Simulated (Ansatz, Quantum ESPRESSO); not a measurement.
## ErSi2 (P6/mmm): zone-centre phonons

Aim: the zone-centre modes of ErSi2 (P6/mmm).

Program: Quantum ESPRESSO 7.5. Level of theory: DFT PBEsol, scalar-relativistic, plane waves, PseudoDojo norm-conserving, 4f in core pseudopotentials. Results are calculated unless marked as measured.

## (1) The structure

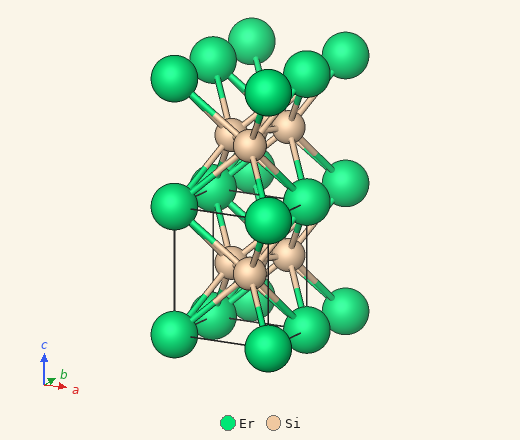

Start, viewed slightly off an axis; erbium green, silicon light orange. 1×2×2 cells are drawn. Some periodic images of atoms are drawn too.

As a file:

```cif
data_structure
_symmetry_space_group_name_H-M 'P6/mmm'
_symmetry_Int_Tables_number 191
_cell_length_a 4.0701
_cell_length_b 4.0701
_cell_length_c 3.8615
_cell_angle_alpha 90.000
_cell_angle_beta 90.000
_cell_angle_gamma 120.000
_cell_volume 55.40
loop_
_atom_site_label
_atom_site_type_symbol
_atom_site_symmetry_multiplicity
_atom_site_Wyckoff_symbol
_atom_site_fract_x
_atom_site_fract_y
_atom_site_fract_z
_atom_site_occupancy
Er1 Er 1 a 0.00000 0.00000 0.00000 1
Si1 Si 2 d 0.66667 0.33333 0.50000 1
```

## (2) A probe with smearing

Before anything dear is run, a loose run with smearing shows whether this is a metal and how far the cell is from rest.

Contents of probe.in:

```
&control
   calculation = 'scf'
   prefix = 'x'
   outdir = './tmp'
   pseudo_dir = './pseudo'
   tprnfor = .true.
   tstress = .true.
   verbosity = 'high'
/
&system
   ibrav = 4
   celldm(1) = 7.69131876
   celldm(3) = 0.94876162
   nat = 3
   ntyp = 2
   ecutwfc = 44.0
   input_dft = 'pbesol'
   occupations = 'smearing'
   smearing = 'gaussian'
   degauss = 0.01
/
&electrons
   conv_thr = 1.0d-07
   mixing_beta = 0.7
   electron_maxstep = 100
/
ATOMIC_SPECIES
 Er    167.2590  Er.upf
 Si     28.0850  Si.upf
ATOMIC_POSITIONS crystal
 Er     0.000000000   0.000000000   0.000000000
 Si     0.666666670   0.333333330   0.500000000
 Si     0.333333330   0.666666670   0.500000000
K_POINTS automatic
 6 6 6 0 0 0
```

Launch:

```bash
$ OMP_NUM_THREADS=1 mpirun -n 4 pw.x -nk 4 -in probe.in > probe.out
```

Log:

```text
[banners, grids, parts of the stress and lines that vanish by symmetry left out]
Program PWSCF v.7.5
     IMPORTANT: XC functional enforced from input :
     Exchange-correlation= PBESOL
                           (   1   4  10   8   0   0   0)
[...]
kinetic-energy cutoff     =      44.0000  Ry
     charge density cutoff     =     176.0000  Ry
     scf convergence threshold =      1.0E-07
[...]
Exchange-correlation= PBESOL
                           (   1   4  10   8   0   0   0)
[...]
24 Sym. Ops., with inversion, found
[...]
(     0          1          0      )
                  (     0          0          1      )
[...]
(  0.0000000  1.0000000  0.0000000 )
                  (  0.0000000  0.0000000  1.0000000 )
[...]
(     0         -1          0      )
[...]
(    -1          0          0      )
                  (     0          0          1      )
[...]
( -0.8660254 -0.5000000  0.0000000 )
                  (  0.0000000  0.0000000  1.0000000 )
[...]
number of k points=    28  Gaussian smearing, width (Ry)=  0.0100
[...]
End of self-consistent calculation
[...]
the Fermi energy is    11.3957 ev
!    total energy              =    -107.12366198 Ry
[...]
convergence has been achieved in   7 iterations
[...]
atom    1 type  1   force =    -0.00000000    0.00000000    0.00000000
     atom    2 type  2   force =    -0.00000000    0.00000000   -0.00000000
     atom    3 type  2   force =     0.00000000    0.00000000    0.00000000
[...]
Total force =     0.000000     Total SCF correction =     0.000000
[...]
total   stress  (Ry/bohr**3)                   (kbar)     P=      -29.90
[...]
XML data file, charge density, pseudopotentials, collected wavefunctions

   JOB DONE.
```

The job ended after 3.7 s (4 MPI ranks of Arm Neoverse V2, shared host; 15 s of CPU time).

This step gave:

```yaml
volume_per_atom: 18.47 Å³
pressure: -2.991 GPa
gap_on_the_k_mesh: 0 eV
```

No gap opens on this mesh, so smearing is kept; the start stands at -3.0 GPa.

## (3) Relaxing the cell and atoms

Frequencies change by per cents with a per cent of volume, so the structure is first brought to rest at this level of theory.

Contents of relax.in:

```
&control
   calculation = 'vc-relax'
   prefix = 'x'
   outdir = './tmp'
   pseudo_dir = './pseudo'
   tprnfor = .true.
   tstress = .true.
   forc_conv_thr = 2.0d-05
   etot_conv_thr = 1.0d-07
   nstep = 40
/
&system
   ibrav = 4
   celldm(1) = 7.69131876
   celldm(3) = 0.94876162
   nat = 3
   ntyp = 2
   ecutwfc = 44.0
   input_dft = 'pbesol'
   occupations = 'smearing'
   smearing = 'mv'
   degauss = 0.02
/
&electrons
   conv_thr = 1.0d-11
   mixing_beta = 0.7
   electron_maxstep = 100
/
&ions
/
&cell
   press_conv_thr = 0.1
/
ATOMIC_SPECIES
 Er    167.2590  Er.upf
 Si     28.0850  Si.upf
ATOMIC_POSITIONS crystal
 Er     0.000000000   0.000000000   0.000000000
 Si     0.666666670   0.333333330   0.500000000
 Si     0.333333330   0.666666670   0.500000000
K_POINTS automatic
 9 9 8 0 0 0
```

Launch:

```bash
$ OMP_NUM_THREADS=1 mpirun -n 4 pw.x -nk 4 -in relax.in > relax.out
```

Log:

```text
[banners, grids, parts of the stress and lines that vanish by symmetry left out]
[banner, memory and clock lines left out]
Program PWSCF v.7.5

[...]
Exchange-correlation= PBESOL
                           (   1   4  10   8   0   0   0)
[...]
kinetic-energy cutoff     =      44.0000  Ry
     charge density cutoff     =     176.0000  Ry
     scf convergence threshold =      1.0E-11
[...]
energy convergence thresh.=      1.0E-07
     force convergence thresh. =      2.0E-05
     press convergence thresh. =      1.0E-01
     Exchange-correlation= PBESOL
                           (   1   4  10   8   0   0   0)
[...]
24 Sym. Ops., with inversion, found
[...]
number of k points=    60  Marzari-Vanderbilt smearing, width (Ry)=  0.0200
[...]
c_bands:  1 eigenvalues not converged
[...]
End of self-consistent calculation
[...]
the Fermi energy is    11.2878 ev
!    total energy              =    -107.12362844 Ry
[...]
convergence has been achieved in  10 iterations
[...]
atom    1 type  1   force =     0.00000000   -0.00000000   -0.00000000
     atom    2 type  2   force =     0.00000000    0.00000000    0.00000000
     atom    3 type  2   force =     0.00000000    0.00000000   -0.00000000
     Total force =     0.000000     Total SCF correction =     0.000000
[...]
total   stress  (Ry/bohr**3)                   (kbar)     P=      -25.47
[...]
number of bfgs steps    =   0
[...]
CELL_PARAMETERS (alat=  7.69131876)
[...]
ATOMIC_POSITIONS (crystal)
Er               0.0000000000       -0.0000000000       -0.0000000000
Si               0.6666666700        0.3333333300        0.5000000000
Si               0.3333333300        0.6666666700        0.5000000000
[...]
New effective cutoffs (rho, wfc):  177.06   44.51
[...]
End of self-consistent calculation
[...]
the Fermi energy is    11.4655 ev
!    total energy              =    -107.12432852 Ry
[...]
convergence has been achieved in   8 iterations
[...]
atom    1 type  1   force =    -0.00000000    0.00000000    0.00000000
     atom    2 type  2   force =     0.00000000   -0.00000000   -0.00000000
     atom    3 type  2   force =     0.00000000   -0.00000000   -0.00000000
     Total force =     0.000000     Total SCF correction =     0.000000
[...]
total   stress  (Ry/bohr**3)                   (kbar)     P=      -13.69
[...]
number of bfgs steps    =   1
[...]
CELL_PARAMETERS (alat=  7.69131876)
[...]
ATOMIC_POSITIONS (crystal)
Er              -0.0000000000        0.0000000000       -0.0000000000
[...]
New effective cutoffs (rho, wfc):  179.96   45.31
[...]
End of self-consistent calculation
[...]
the Fermi energy is    11.6876 ev
!    total energy              =    -107.12468414 Ry
[...]
convergence has been achieved in   9 iterations
[...]
atom    1 type  1   force =     0.00000000    0.00000000   -0.00000000
     atom    2 type  2   force =    -0.00000000    0.00000000    0.00000000
     atom    3 type  2   force =     0.00000000   -0.00000000   -0.00000000
     Total force =     0.000000     Total SCF correction =     0.000000
[...]
total   stress  (Ry/bohr**3)                   (kbar)     P=        1.60
[...]
number of bfgs steps    =   2
[...]
CELL_PARAMETERS (alat=  7.69131876)
[...]
ATOMIC_POSITIONS (crystal)
[...]
New effective cutoffs (rho, wfc):  181.17   45.62
[...]
End of self-consistent calculation
[...]
the Fermi energy is    11.6864 ev
!    total energy              =    -107.12475199 Ry
[...]
convergence has been achieved in   7 iterations
[...]
atom    1 type  1   force =     0.00000000   -0.00000000   -0.00000000
     atom    2 type  2   force =     0.00000000    0.00000000    0.00000000
     atom    3 type  2   force =    -0.00000000   -0.00000000   -0.00000000
     Total force =     0.000000     Total SCF correction =     0.000000
[...]
total   stress  (Ry/bohr**3)                   (kbar)     P=        1.29
[...]
number of bfgs steps    =   4
[...]
CELL_PARAMETERS (alat=  7.69131876)
[...]
ATOMIC_POSITIONS (crystal)
[...]
New effective cutoffs (rho, wfc):  182.09   45.86
[...]
End of self-consistent calculation
[...]
the Fermi energy is    11.6716 ev
!    total energy              =    -107.12477154 Ry
[...]
convergence has been achieved in   7 iterations
[...]
atom    1 type  1   force =     0.00000000   -0.00000000   -0.00000000
     atom    2 type  2   force =    -0.00000000   -0.00000000   -0.00000000
     atom    3 type  2   force =     0.00000000    0.00000000    0.00000000
     Total force =     0.000000     Total SCF correction =     0.000000
[...]
total   stress  (Ry/bohr**3)                   (kbar)     P=        0.04
[...]
number of bfgs steps    =   5
[...]
CELL_PARAMETERS (alat=  7.69131876)
[...]
ATOMIC_POSITIONS (crystal)
[...]
New effective cutoffs (rho, wfc):  182.05   45.85
[...]
End of self-consistent calculation
[...]
the Fermi energy is    11.6710 ev
!    total energy              =    -107.12477156 Ry
[...]
convergence has been achieved in   5 iterations
[...]
atom    1 type  1   force =    -0.00000000   -0.00000000   -0.00000000
     atom    2 type  2   force =     0.00000000    0.00000000   -0.00000000
     atom    3 type  2   force =    -0.00000000   -0.00000000    0.00000000
     Total force =     0.000000     Total SCF correction =     0.000000
[...]
total   stress  (Ry/bohr**3)                   (kbar)     P=        0.01
[...]
bfgs converged in   7 scf cycles and   6 bfgs steps
[...]
End of BFGS Geometry Optimization
     Final enthalpy           =    -107.1247715600 Ry
     File ./tmp/x.bfgs deleted, as requested
[...]
CELL_PARAMETERS (alat=  7.69131876)
[...]
ATOMIC_POSITIONS (crystal)
[...]
Si               0.6666666700        0.3333333300        0.5000000000
Si               0.3333333300        0.6666666700        0.5000000000
[...]
Final scf calculation at the relaxed structure.
[...]
kinetic-energy cutoff     =      44.0000  Ry
     charge density cutoff     =     176.0000  Ry
     scf convergence threshold =      1.0E-13
[...]
press convergence thresh. =      1.0E-01
     Exchange-correlation= PBESOL
                           (   1   4  10   8   0   0   0)
[...]
24 Sym. Ops., with inversion, found
[...]
number of k points=    60  Marzari-Vanderbilt smearing, width (Ry)=  0.0200
[...]
c_bands:  2 eigenvalues not converged
[...]
End of self-consistent calculation
[...]
the Fermi energy is    11.6710 ev
!    total energy              =    -107.12437128 Ry
[...]
convergence has been achieved in  11 iterations
[...]
atom    1 type  1   force =     0.00000000   -0.00000000   -0.00000000
     atom    2 type  2   force =    -0.00000000   -0.00000000    0.00000000
     atom    3 type  2   force =     0.00000000    0.00000000   -0.00000000
     Total force =     0.000000     Total SCF correction =     0.000000
[...]
total   stress  (Ry/bohr**3)                   (kbar)     P=       -1.21
[...]
XML data file, charge density, pseudopotentials, collected wavefunctions
```

Run time: 48 s. Hardware: 4 MPI ranks; 3.2 min of CPU time.

The steps of the relaxation:

| step | energy less that of the first step (eV) | largest force (eV/Å) | pressure (GPa) | volume (Å³) |
| --- | --- | --- | --- | --- |
| 1 | 0.0000 | 0.0000 | -2.55 | 55.40 |
| 2 | -0.0095 | 0.0000 | -1.37 | 54.68 |
| 3 | -0.0144 | 0.0000 | 0.16 | 53.80 |
| 4 | -0.0148 | 0.0000 | 0.19 | 53.77 |
| 5 | -0.0153 | 0.0000 | 0.13 | 53.79 |
| 6 | -0.0156 | 0.0000 | 0.00 | 53.83 |
| 7 | -0.0156 | 0.0000 | 0.00 | 53.83 |
| 8 | -0.0101 | 0.0000 | -0.12 | 53.83 |

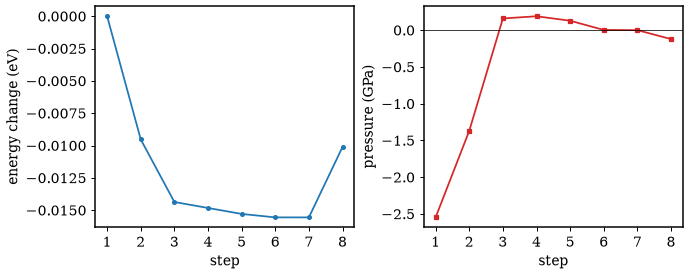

Energy and pressure along the relaxation.

| conventional cell, symmetrised | before | after | change |
| --- | --- | --- | --- |
| a (Å) | 4.070 | 4.055 | -0.4 % |
| b (Å) | 4.070 | 4.055 | -0.4 % |
| c (Å) | 3.862 | 3.781 | -2.1 % |
| volume (Å³/atom) | 18.47 | 17.94 | -2.8 % |

The relaxed structure:

```
CELL_PARAMETERS angstrom
4.05453 0.00000 0.00000
-2.02727 3.51133 0.00000
0.00000 0.00000 3.78116
ATOMIC_POSITIONS crystal
Er 0.00000 0.00000 0.00000
Si 0.66667 0.33333 0.50000
Si 0.33333 0.66667 0.50000
```

The last row of the table of steps is pw.x's closing run on a basis chosen anew for the final cell, so its energy can jump.

This step gave:

| Quantity | Value |
| --- | --- |
| volume per atom | 17.94 Å³ |
| pressure | -0.1207 GPa |

The volume changes by -2.8 % from the cell with which this run began.

## (4) Ground state

The response is built on this ground state, so it is converged far tighter than an energy would need. Smearing stays on, as the first look found no gap above 0.3 eV.

Contents of scf.in:

```
&control
   calculation = 'scf'
   prefix = 'x'
   outdir = './tmp'
   pseudo_dir = './pseudo'
   tprnfor = .true.
   tstress = .true.
/
&system
   ibrav = 4
   celldm(1) = 7.66195911
   celldm(3) = 0.9325753
   nat = 3
   ntyp = 2
   ecutwfc = 44.0
   input_dft = 'pbesol'
   occupations = 'smearing'
   smearing = 'mv'
   degauss = 0.02
/
&electrons
   conv_thr = 1.0d-12
   mixing_beta = 0.7
   electron_maxstep = 100
/
ATOMIC_SPECIES
 Er    167.2590  Er.upf
 Si     28.0850  Si.upf
ATOMIC_POSITIONS crystal
 Er     0.000000000   0.000000000   0.000000000
 Si     0.666666667   0.333333333   0.500000000
 Si     0.333333333   0.666666667   0.500000000
K_POINTS automatic
 10 10 8 0 0 0
```

Launch:

```bash
$ OMP_NUM_THREADS=1 mpirun -n 4 pw.x -nk 4 -in scf.in > scf.out
```

Log:

```text
[banners, grids, parts of the stress and lines that vanish by symmetry left out]
[banner, memory and clock lines left out]
Program PWSCF v.7.5

[...]
Exchange-correlation= PBESOL
                           (   1   4  10   8   0   0   0)
[...]
kinetic-energy cutoff     =      44.0000  Ry
     charge density cutoff     =     176.0000  Ry
     scf convergence threshold =      1.0E-12
[...]
Exchange-correlation= PBESOL
                           (   1   4  10   8   0   0   0)
[...]
24 Sym. Ops., with inversion, found
[...]
number of k points=    70  Marzari-Vanderbilt smearing, width (Ry)=  0.0200
[...]
End of self-consistent calculation
[...]
the Fermi energy is    11.6866 ev
!    total energy              =    -107.12473181 Ry
[...]
convergence has been achieved in  11 iterations
[...]
atom    1 type  1   force =     0.00000000    0.00000000   -0.00000000
     atom    2 type  2   force =     0.00000000   -0.00000000    0.00000000
     atom    3 type  2   force =     0.00000000    0.00000000    0.00000000
     Total force =     0.000000     Total SCF correction =     0.000000
[...]
total   stress  (Ry/bohr**3)                   (kbar)     P=       -0.15
[...]
XML data file, charge density, pseudopotentials, collected wavefunctions
```

The job ended after 10 s (4 MPI ranks).

Numbers from this step:

```
pressure : -0.01500 GPa
```

The cell stands at -0.015 GPa, close enough for phonons.

(Part 1 of 3 ends here.)

[Host names and launcher messages were left out of these logs when they were recorded.]

[Logs are printed without paths, hosts, clocks, repeated set-up lines and the standing remarks that a program may print on its own settings, such as how far it seeks lower states.]

[Hosts, paths, dates, database ids (printed as entryN), source tags and the programs' standing remarks are cut or masked in the printed files.]
